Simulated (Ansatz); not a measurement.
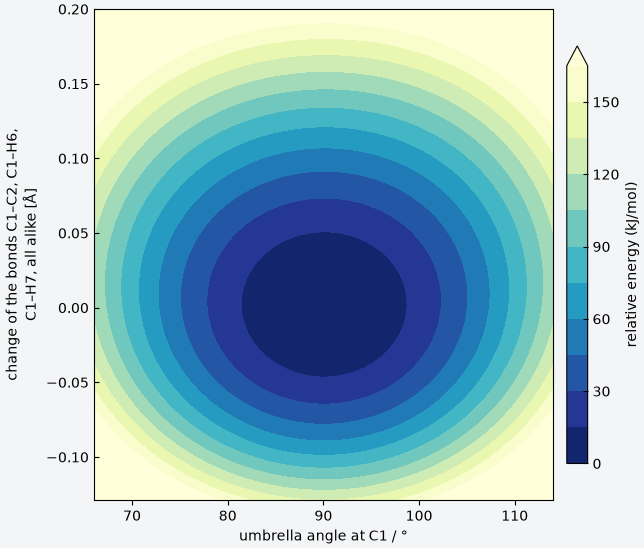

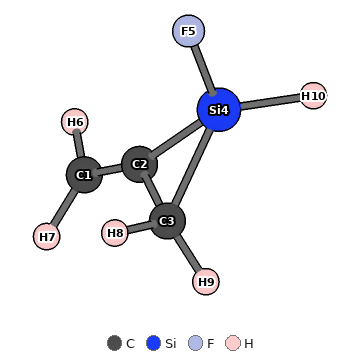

Energy landscape of C3H5FSi, SMILES C=C1C[SiH]1F. First axis: umbrella angle at C1 (between each of its bonds and their common axis; 90 is planar). Second axis: change of the bonds C1–C2, C1–H6, C1–H7, all alike. Nothing is relaxed (all other coordinates rigid). The scan uses an 11 × 11 grid. Points are written as (first, second). Energies: kJ/mol, counted from the relaxed molecule at the same level. Theory: RKS r2SCAN-D4/def2-SVP (Ansatz 0.2.0).

The picture shows filled contours, one colour for all values above the top of the scale. Between grid points the surface is interpolated. The second picture is the structure at the lowest point.

Describe this landscape.

The lowest grid point is at (90.0°, 0.002 Å), 0 kJ/mol from the relaxed molecule at the same level. No other kind of well shows on this grid. The highest grid point, (66.0°, −0.129 Å), lies 282 kJ/mol above the lowest. Round the minimum the two coordinates are nearly uncoupled.

Grid values (kJ/mol):

```csv
"second ↓, first →",66.0,70.8,75.6,80.4,85.2,90.0,94.8,99.6,104.4,109.2,114.0
0.200,253,225,205,190,181,178,181,189,203,223,251
0.167,213,183,160,144,135,132,134,143,159,181,211
0.134,178,146,121,104,93,90,93,103,120,144,176
0.101,149,115,88,69,58,54,57,68,87,113,148
0.068,129,91,63,42,30,26,30,42,61,90,127
0.035,117,77,47,25,12,7,11,24,46,76,116
0.002,117,74,42,19,5,0,4,18,41,73,116
−0.031,131,86,51,26,12,6,11,26,50,85,130
−0.064,161,113,77,50,35,29,34,50,76,112,160
−0.096,209,159,120,92,76,70,76,92,120,158,209
−0.129,282,229,188,159,141,135,141,159,188,228,281
```

The input of one point:

```yaml
crystal:
  periodic: [false, false, false]
  atoms:
    - { symbol: C, position_ang: [-1.719097, -0.482399, 0.145566] }
    - { symbol: C, position_ang: [-0.446903, -0.12588, -0.04886] }
    - { symbol: C, position_ang: [0.829055, -0.10758, 0.808235] }
    - { symbol: Si, position_ang: [1.000252, 0.511007, -0.930482] }
    - { symbol: F, position_ang: [1.181566, 2.101615, -1.209609] }
    - { symbol: H, position_ang: [-2.470557, -0.372258, -0.647207] }
    - { symbol: H, position_ang: [-2.063276, -0.899157, 1.104586] }
    - { symbol: H, position_ang: [0.82115, 0.607736, 1.646164] }
    - { symbol: H, position_ang: [1.249568, -1.079788, 1.111539] }
    - { symbol: H, position_ang: [1.719844, -0.230489, -1.989191] }
basis:
  gaussian: { orbitals: def2-SVP }
hamiltonian:
  xc: r2scan
  dispersion: d4
output:
  forces: true
```

Each point was launched as `ansatz run input.yaml --threads 1 --pin off --max-ram 2560MiB --backend cpu --events-out ev --progress --plain --runs-dir out`. The whole map (121 points run) took 14 min on 1 thread of Arm Neoverse V1, on a shared host.
